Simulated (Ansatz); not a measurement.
# How the smearing shapes the phonons of CdPd (P4/mmm)

Does CdPd (P4/mmm) have a Kohn anomaly or a soft branch that a wide smearing hides? The first relaxation steps of the session are not shown, so no cell shown is the starting entry, unless a step says so.

Main program and level: Ansatz 0.2.0; DFT PBEsol, scalar-relativistic, plane waves, PAW.

### Step 1. The cell after earlier relaxation steps

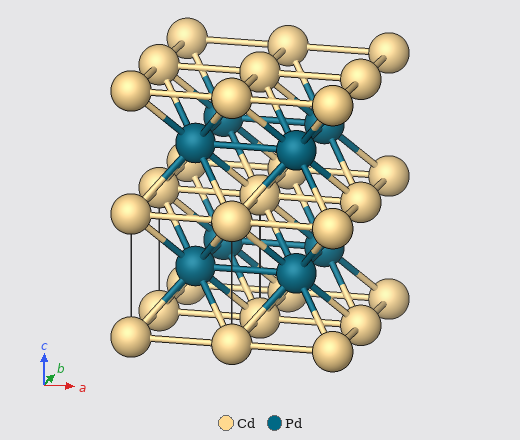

The cell as given, slightly off an axis (cadmium orange, palladium blue). 2×2×2 cells are drawn. Some periodic images of atoms are drawn too.

### Step 2. Tight relaxation

Residual forces and stress shift phonon frequencies, so the cell is relaxed again, with tight thresholds and the mesh and smearing of this input. Earlier relaxation steps are not shown.

input.yaml

```yaml
crystal:
  lattice:
    - [3.0022675054, 0.0, 0.0]
    - [0.0, 3.0022675054, 0.0]
    - [0.0, 0.0, 3.6551935033]
  atoms:
    - { symbol: Cd, position: [0.0, 0.0, 0.0] }
    - { symbol: Pd, position: [0.5, 0.5, 0.5] }
kpoints:
  mp_grid: { grid: [10, 10, 8] }
hamiltonian:
  xc: pbesol
scf:
  occupations: { method: methfessel_paxton, width: 0.2 }
output:
  forces: true
  stress: true
  eigenvalues: true
  write_density: true
  write_potential: true
  elf: true
  volumetric_format: npy
relax:
  adjacent_minimum: "off"
  f_tol: 0.001
  max_steps: 60
  cell: { stress_tol: 0.01 }
```

On the command line:

```bash
$ ansatz run input.yaml --threads 4 --pin off --max-ram 8192MiB --backend cpu --events-out ev --progress --plain --runs-dir out
```

Numbers of over 12 decimals in the logs are rounded to 6 here.

Output:

```text
[the first part of the log is left out]
  E_xc         = -344.566684
  E_vxc        = -434.134840  (∫ρ·V_xc dr)
  E_paw        = -7698.074398  (= ΣΔE_a)
  E_vpaw       = -868.099696  (= ΣTr[D̂ρ^β])
  E_aug_tail   = 0.000227  (compensation charges beyond the density's cutoff)
  E_ewald      = -5909.015931
  E_core_change = 0.644484  (= ΣΔE_core)
  E_smearing   = 0.002133  (= −TS)
  E_closure    = 0.000000  (closes the sum)
  Σ components = -15091.577499   (vs F -15091.577499, Δ=0.00e0)
--- Forces (eV/Å), atoms counted from 1 ---
  atom   1  Cd     0.00000000    -0.00000000     0.00000000
  atom   2  Pd    -0.00000000     0.00000000     0.00000000
  max |Σ_I F_I| component: 1.87e-29 eV/Å
--- Stress (GPa, compression-positive) ---
       -0.005875       0.000000       0.000000
        0.000000      -0.005875       0.000000
        0.000000       0.000000      -0.009937
  P = ⅓ Tr σ = -0.0072 GPa (-0.072 kbar)
--- Band table (eV; the first three rows and the last of 105) ---
  k-point 0: bands = ["-83.8849", "-65.6886", "-44.9680", "-44.9680", "-44.9416", "-31.4896", "-31.4007", "-31.4007", "9.0981", "9.2544", "9.8016", "10.2004", "10.2004", "10.4745", "14.9075", "15.3253", "16.7900", "16.7900", "17.0926", "21.3545", "26.8125", "26.8125", "27.5911"]
  k-point 1: bands = ["-83.8849", "-65.6885", "-44.9680", "-44.9680", "-44.9418", "-31.4909", "-31.4007", "-31.4007", "9.1177", "9.3008", "10.0209", "10.2071", "10.2071", "10.4810", "14.8684", "15.2689", "16.6818", "16.6818", "17.0775", "20.2751", "27.2089", "27.2089", "28.9838"]
  k-point 2: bands = ["-83.8849", "-65.6885", "-44.9679", "-44.9679", "-44.9424", "-31.4942", "-31.4007", "-31.4007", "9.1659", "9.4134", "10.2237", "10.2237", "10.4968", "10.6692", "14.7733", "15.0266", "16.4352", "16.4352", "17.0412", "18.4192", "28.3116", "28.3116", "31.7051"]
  k-point 104: bands = ["-83.8812", "-65.6774", "-44.9984", "-44.9984", "-44.9380", "-31.4827", "-31.4786", "-31.4786", "9.3379", "9.6605", "9.6605", "10.5906", "10.9435", "14.0967", "14.3831", "14.3831", "16.8476", "17.7223", "22.4914", "24.1551", "24.1551", "24.1809", "24.1809"]
--- Relaxed structure (3 steps of the walk, 3 accepted, 1 SCFs on fresh bases) ---
  F+E_penalty+E_count = -15091.57749934 eV   max|allowed force component| = 9.565e-30 eV/Å   (the final SCF, on the basis selected at the relaxed cell)
  cell:  # Å, volume = 32.9453 Å³
    - [3.001293, 0, 0.0]
    - [0, 3.001293, 0.0]
    - [0.0, 0.0, 3.657441]
  atoms:
    - { symbol: Cd, position: [0, 0, 0.0] }
    - { symbol: Pd, position: [0.5, 0.5, 0.5] }
```

Run time: 4.1 s. Hardware: 4 threads of Arm Neoverse V2, shared host; peak memory 0.39 GiB.

Little changed from the start: no atom moved by 0.005 Å and no cell edge by 0.1 %.

This step gave:

```
pressure          : -0.007229 GPa
volume per atom   : 16.47 Å³
metallic on mesh  : yes
gap on the k-mesh : 0 eV
```

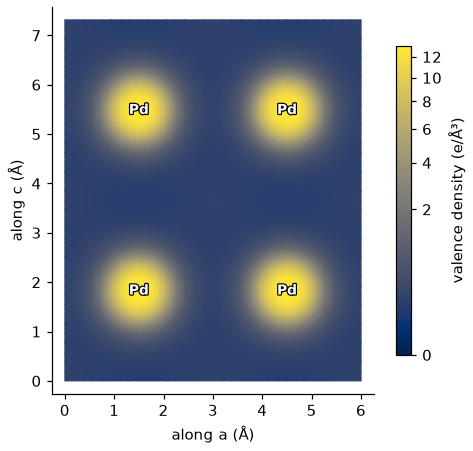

Valence density in the ac plane at fractional y = 0.500, with atoms of Pd within 0.2 Å of it. It is the smooth field of the valence electrons, not physical close to the nuclei. The colour scale is stretched toward low values.

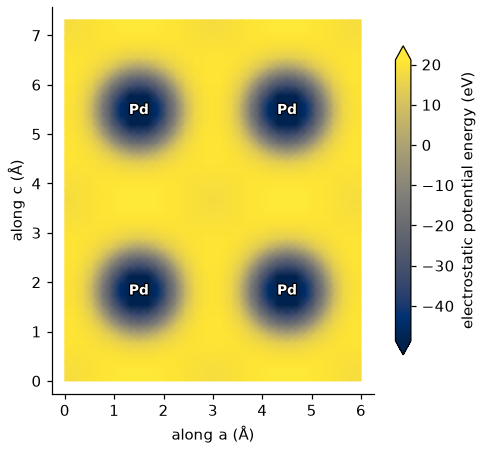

Electrostatic potential energy in the ac plane at fractional y = 0.500, with atoms of Pd within 0.2 Å of it. With pseudopotentials it is smooth inside the atoms' cores, unlike the true potential.

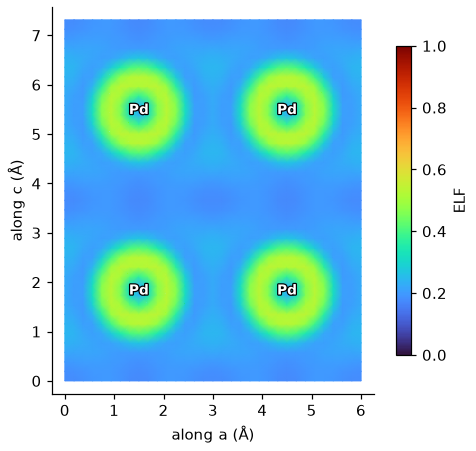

ELF in the ac plane at fractional y = 0.500, with atoms of Pd within 0.2 Å of it. It is the smooth field of the valence electrons, not physical close to the nuclei.

The largest force is now zero by symmetry and the largest stress component 0.0099 GPa, small enough for phonons.

### Step 3. Wavevectors along a line: Fermi–Dirac smearing of 0.1 eV

Each wavevector is solved by itself, so no interpolation smooths a dip of the branch.

input.yaml

```yaml
crystal:
  lattice:
    - [3.0012925546, 0.0, 0.0]
    - [0.0, 3.0012925546, 0.0]
    - [0.0, 0.0, 3.6574407711]
  atoms:
    - { symbol: Cd, position: [0.0, 0.0, 0.0] }
    - { symbol: Pd, position: [0.5, 0.5, 0.5] }
kpoints:
  mp_grid: { grid: [16, 16, 16] }
hamiltonian:
  xc: pbesol
scf:
  occupations: { method: fermi_dirac, width: 0.1 }
output:
  eigenvalues: true
phonons:
  method: dfpt
  qpoints:
    - [0, 0, 0]
    - [0.0, 0.0625, 0.0]
    - [0.0, 0.1875, 0.0]
    - [0.0, 0.3125, 0.0]
    - [0.0, 0.4375, 0.0]
```

Output:

```text
[...]
Crystal: 2 atoms, lattice volume = 32.945 Å³
Basis set: ecut = 420 eV, 621 PW (Γ), exchange–correlation on 48×48×50 points (8 copies of the dense FFT grid, shifted against one another)
Bands: 23, of which v1, the nominal top of the filled ones, is band 19 counted from 1 (18 counted from 0)
Symmetry: 16 space group operations
k-points: 405 of 4096
[...]
SCF iter   1: F=—  HF=-15091.594411 eV  |F-HF|=—  |Δ(HF+E_count)|=         —  Δρ=1.28e-2  dr2=5.99e-2  ethr=1.77e-3  ⟨swp⟩=5.3  Hψ=37178  notcnv=0
[...]
SCF iter  10: F=-15091.581526 eV  HF=-15091.581526 eV  |F-HF|=0.00e0  |Δ(HF+E_count)|=  3.64e-12  Δρ=6.11e-8  dr2=1.05e-12  ethr=1.00e-12  ⟨swp⟩=5.0  Hψ=33404  notcnv=0
SCF 1 converged in 10 iterations: F = -15091.581526 eV  dr2 = 1.05e-12
[...]
NSCF: frozen V_eff on 405 k-points
WARN: eigensolver did not converge (k=5): 1 band(s) unlocked after 20 sweeps at ethr=1.08e-12 eV (storage-precision floor; scheduled 1.00e-12 eV) (lowest unlocked band 22, counted from 0; max residual 2.03e-6 eV among the unlocked bands, 2.03e-6 eV over every band; other slots of this pass that fall short are told together in one closing line; warning suppressed until the next SCF loop or pass starts)
WARN: eigensolver did not converge in 28 slots of this pass, the one above among them; of largest residual over every band (k=68): 1 band(s) unlocked (lowest unlocked band 22, counted from 0; max residual 7.85e-3 eV among the unlocked bands, 7.85e-3 eV over every band); of lowest unlocked band (k=5): band 22
[...]
DFPT response loops at q = (0, 0, 0) (fractional): preconditioner auto → Kerker (q_TF=auto, 2.794 Å⁻¹) (partly filled bands, converged f_vac=0.000); β = 1.00, the filter's whole step (`scf.mixing.beta` (0.50) is not read by the response loops under this deck's `scf.mixing.preconditioner`; to damp them name `kerker` or `kerker_dos`, under which they read `scf.mixing.beta`, and type it under 1.00, their step now; both keys bind the ground state too); Broyden in place of MSR1
[...]
SCF converged after 10 iterations
Free energy (F): -15091.581526 eV
[...]
Internal energy: -15091.564956 eV  (E = F + TS)
E sigma→0 (E₀):  -15091.573241 eV
Entropy (-TS):   -0.016570 eV (-8.285 meV/atom)
Fermi energy:    18.521958 eV
[...]
--- Band table (eV; the first three rows and the last of 405) ---
  k-point 0: bands = [... 15 lower, 15.3273, 16.7917, 16.7917, 17.0925, 21.3542, 26.8124, 26.8124, 27.5915]
  k-point 1: bands = [... 15 lower, 15.3141, 16.7631, 16.7631, 17.0886, 21.0394, 26.9131, 26.9131, 27.9847]
  k-point 2: bands = [... 15 lower, 15.2709, 16.6834, 16.6834, 17.0775, 20.2751, 27.2088, 27.2088, 28.9840]
  k-point 404: bands = [... 15 lower, 14.3843, 16.8507, 17.7248, 22.4904, 24.1548, 24.1548, 24.1818, 24.1818]
--- Phonons (Γ-DFPT): 4 representative perturbations + reference (Σ response iterations 15) ---
  ASR residual: 2.892e-4 → 0.000e0 eV/Å²; symmetrization residual: 7.513e-6 eV/Å²
  ASR residual per site (eV/Å²): 7.51e-5 2.89e-4
  Γ frequencies (cm⁻¹): 0.00 0.00 0.00 149.69 149.69 185.68
  non-analytic LO–TO correction: not included (Born effective charges unavailable; polar crystals: no LO–TO splitting at Γ)
--- Phonons (arbitrary-q DFPT): 5 explicit q-points ---
  q = [0, 0, 0] (of the zone-centre solve; hermiticity 2.17e-6, symmetrization 1.46e-12): -0.00 -0.00 0.00 149.69 149.69 185.68
  q = [0, 0.0625, 0] (6 solved perturbations on 1296 of 4096 k-point pairs; hermiticity 2.92e-6, symmetrization 8.39e-11): 14.05 18.40 28.83 148.91 150.51 184.66
[...]
sum rule: each row above includes the acoustic sum rule's correction from the zone centre's row sums; it moved no ω² by more than (0.86 cm⁻¹)²
```

The job ended after 10 min (4 threads; peak memory 2.4 GiB; 40 min of CPU time).

Each wavevector solved by linear response. The frequency by |q| along the line:

```
|q| along the line (Å⁻¹)  mode 1 (cm⁻¹)  mode 2 (cm⁻¹)  mode 3 (cm⁻¹)  mode 4 (cm⁻¹)  mode 5 (cm⁻¹)  mode 6 (cm⁻¹)
                   0.000              0              0              0            150            150            186
                   0.131           14.1           18.4           28.8            149            151            185
                   0.393           42.3           54.4             81            143            157            177
                   0.654           69.6           87.6            120            131            162            164
                   0.916           94.1            115            116            141            142            168
```

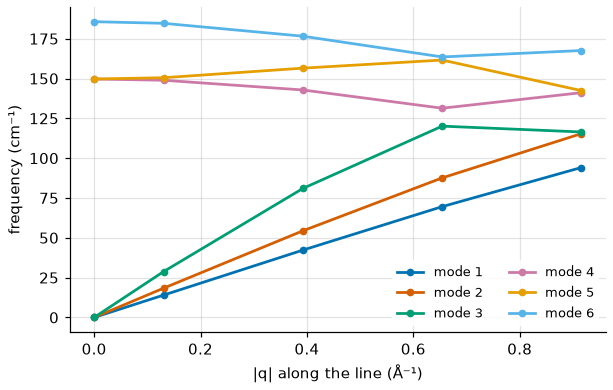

Frequency against |q| along the line.

### Step 4. Wavevectors along a line: Fermi–Dirac smearing of 0.25 eV

The smearing blurs the Fermi surface that screens the phonons; a Fermi–Dirac width is an electronic temperature.

Changes to input.yaml since step 3:

```diff
@@ -13,3 +13,3 @@
 scf:
-  occupations: { method: fermi_dirac, width: 0.1 }
+  occupations: { method: fermi_dirac, width: 0.25 }
 output:
```

Wider smearing eases the sum over k-points of a metal but moves the result away from its zero-temperature value.

Output:

```text
band count auto-derived: 24 (N_el = 38.0; filled up to band 19; 23 by the electrons, moments and atoms)
[...]
Crystal: 2 atoms, lattice volume = 32.945 Å³
Basis set: ecut = 420 eV, 621 PW (Γ), exchange–correlation on 48×48×50 points (8 copies of the dense FFT grid, shifted against one another)
Bands: 24, of which v1, the nominal top of the filled ones, is band 19 counted from 1 (18 counted from 0)
Symmetry: 16 space group operations
k-points: 405 of 4096
[...]
SCF iter   1: F=—  HF=-15091.642797 eV  |F-HF|=—  |Δ(HF+E_count)|=         —  Δρ=1.29e-2  dr2=6.19e-2  ethr=1.77e-3  ⟨swp⟩=5.0  Hψ=37690  notcnv=0
[...]
SCF iter   9: F=-15091.629629 eV  HF=-15091.629629 eV  |F-HF|=1.82e-12  |Δ(HF+E_count)|=  2.55e-11  Δρ=1.94e-7  dr2=9.47e-12  ethr=1.00e-12  ⟨swp⟩=4.0  Hψ=41201  notcnv=0
the search or the solves at the SCF's close seem to have found levels that the self-consistency loop had missed (the run counts 2). By its estimate they hold under 1e-12 electrons; where the run keeps them, the occupations were computed again with them
SCF 1 converged in 9 iterations: F = -15091.629629 eV  dr2 = 9.47e-12
[...]
SCF converged after 9 iterations
Free energy (F): -15091.629629 eV
[...]
Internal energy: -15091.507059 eV  (E = F + TS)
E sigma→0 (E₀):  -15091.568344 eV
Entropy (-TS):   -0.122570 eV (-61.285 meV/atom)
Fermi energy:    18.485865 eV
[...]
--- Band table (eV; the first three rows and the last of 405) ---
  k-point 0: bands = [... 15 lower, 15.3254, 16.7887, 16.7887, 17.0903, 21.3537, 26.8121, 26.8121, 27.5910, ... 1 higher]
  k-point 1: bands = [... 15 lower, 15.3122, 16.7602, 16.7602, 17.0864, 21.0388, 26.9128, 26.9128, 27.9842, ... 1 higher]
  k-point 2: bands = [... 15 lower, 15.2690, 16.6805, 16.6805, 17.0753, 20.2744, 27.2085, 27.2085, 28.9836, ... 1 higher]
  k-point 404: bands = [... 15 lower, 14.3824, 16.8480, 17.7256, 22.4905, 24.1550, 24.1550, 24.1817, 24.1817, ... 1 higher]
[...]
ASR residual: 3.783e-4 → 0.000e0 eV/Å²; symmetrization residual: 7.140e-6 eV/Å²
  ASR residual per site (eV/Å²): 1.04e-4 3.78e-4
  Γ frequencies (cm⁻¹): 0.00 0.00 0.00 149.84 149.84 185.51
[...]
--- Phonons (arbitrary-q DFPT): 5 explicit q-points ---
[...]
```

Run time: 11 min. Hardware: 4 threads; peak memory 2.5 GiB; 42 min of CPU time.

Each wavevector solved by linear response. Table of frequency by |q| along the line:

```
|q| along the line (Å⁻¹)  mode 1 (cm⁻¹)  mode 2 (cm⁻¹)  mode 3 (cm⁻¹)  mode 4 (cm⁻¹)  mode 5 (cm⁻¹)  mode 6 (cm⁻¹)
                   0.000              0              0              0            150            150            186
                   0.131           14.2           18.4           28.3            149            150            184
                   0.393           42.4           54.2           80.3            143            156            176
                   0.654           69.6           87.2            120            131            161            163
                   0.916           94.1            115            116            141            142            167
```

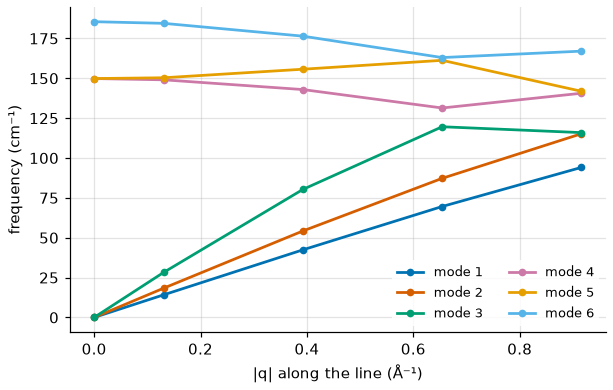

Frequency, plotted against |q| along the line.

Against step 3 (now smearing width 0.25 eV), the free energy moves by -24.1 meV an atom.

### Step 5. Smearing and the soft branch

Table of lowest frequency by |q| along the line:

```
|q| along the line (Å⁻¹)  fermi dirac 0.1 eV, k 16x16x16 (cm⁻¹)  fermi dirac 0.25 eV, k 16x16x16 (cm⁻¹)
                   0.000                                      0                                       0
                   0.131                                   14.1                                    14.2
                   0.393                                   42.3                                    42.4
                   0.654                                   69.6                                    69.6
                   0.916                                   94.1                                    94.1
```

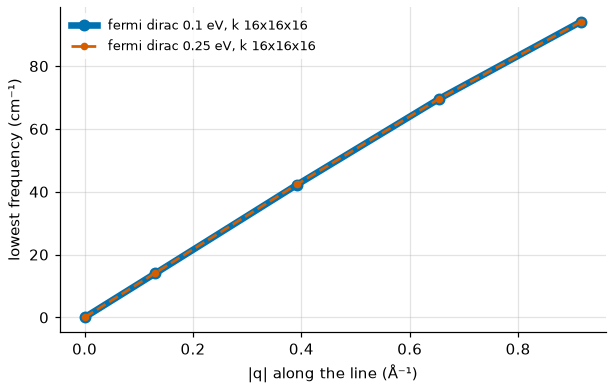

Lowest frequency against |q| along the line.

### Step 6. Results

```json
{"phonon run of the rows without a label of their own": "PBEsol, k 16×16×16", "lowest branch at the last solved point, Fermi–Dirac 0.1 eV": "94.1 cm⁻¹ at |q| = 0.916 Å⁻¹", "lowest branch at the last solved point, Fermi–Dirac 0.25 eV": "94.1 cm⁻¹ at |q| = 0.916 Å⁻¹"}
```

**Reading.** No branch softens by more than 4 % of the top frequency as the smearing narrows, so no anomaly that hangs on the smearing shows at these points. The line holds 5 wavevectors, so a narrow dip between them would be missed. Between Fermi–Dirac 0.25 eV and Fermi–Dirac 0.1 eV the largest change, with modes counted by rank of frequency, is in mode 5 at |q| = 0.393 Å⁻¹, from 156 to 157 cm⁻¹; the branches hardly feel the smearing. Where branches cross, a count by rank can hide a softening. At the narrowest width the k mesh may not resolve the Fermi surface, so part of the change can be mesh noise.

[Logs are printed without paths, hosts, clocks, repeated set-up lines and the standing remarks that a program may print on its own settings, such as how far it seeks lower states.]

[Hosts, paths, dates, database ids (printed as entryN), source tags and the programs' standing remarks are cut or masked in the printed files.]
